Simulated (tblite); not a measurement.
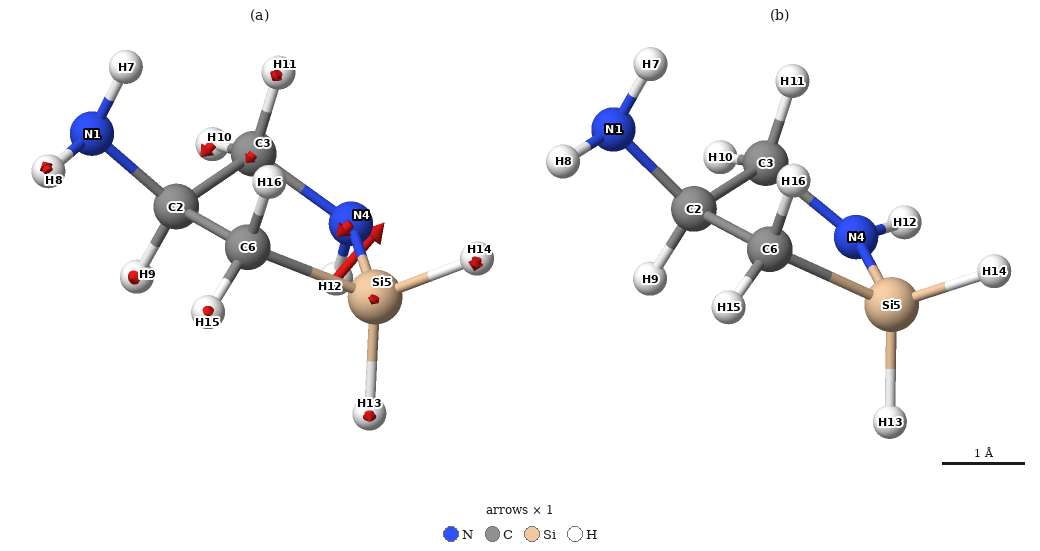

The structure of C₃H₁₀N₂Si before (left) and after (right) a relaxation, at one scale. The red arrows give the displacements, at their true length.

Style: ball-and-stick. Shown from a free direction.

Method: GFN2-xTB geometry optimisation, gas phase in tblite 0.8.0. 

What changed between the two?

Over 59 geometry steps the energy falls by 0.308 eV. The atom that moves furthest after the best rigid fit is H12 (0.92 Å). By element the largest moves are H 0.92 Å, N 0.25 Å, C 0.15 Å, Si 0.11 Å. Among the contacts that change: C2–C3 1.572 → 1.532 Å, C3–N4 1.480 → 1.446 Å, Si5–H14 1.490 → 1.469 Å, Si5–H13 1.482 → 1.465 Å. Among the angles between lasting bonds that change: Si5–N4–H12 107.1° → 126.2°, C3–N4–H12 107.0° → 114.8°, N4–Si5–H14 109.9° → 116.1°.
